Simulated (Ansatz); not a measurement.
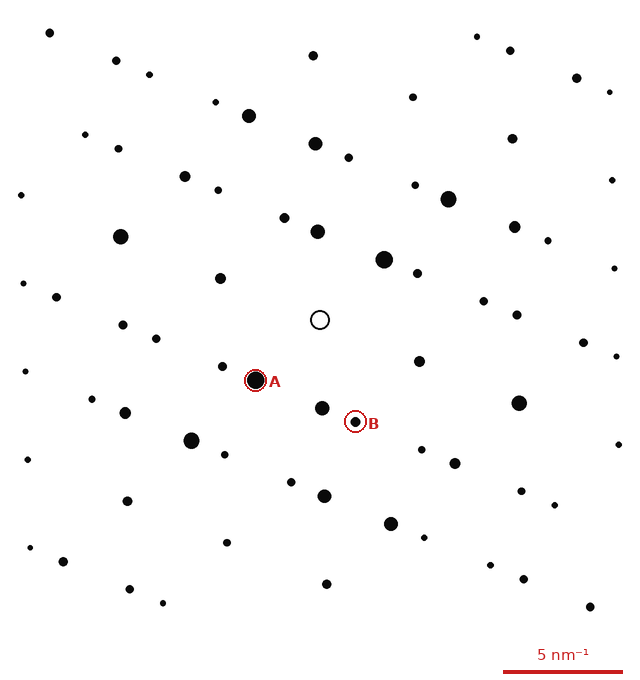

Kinematic zone-axis pattern, calculated for 300 keV electrons with B = 0.5 Å². Two individuals of a reflection twin are superposed (a geometric construction: whether this twin forms is not tested; the second individual is smaller and so fainter). Crystal: Lu2PtS4, space group Fd-3m (No. 227), a = 10.76 Å, zone axis [210]. Structure: the geometry relaxed with DFT, PAW plane waves, r2scan (Ansatz 0.2.0); the starting structure was generated, so it need not be a known form of this composition.

In the first individual spot A is 0 0 -4 and spot B is -2 4 -2.

> Find the twin plane.

(1-2-1). The spot positions of the combined pattern are mirror-symmetric about the row through 2 -4 -2 (d = 2.196 Å), which both individuals share, while a single individual has only symmetry 2mm without that mirror line. Friedel's law adds the mirror line at right angles, so a twin on (1-25) would give the same picture; the more widely spaced plane was used.

> Which other reflections coincide?

Off the common row, 2 -4 10, 0 0 12, 4 -8 8 and their kin fall on spots of the second individual; about 36 % of the first individual's visible spots are shared.
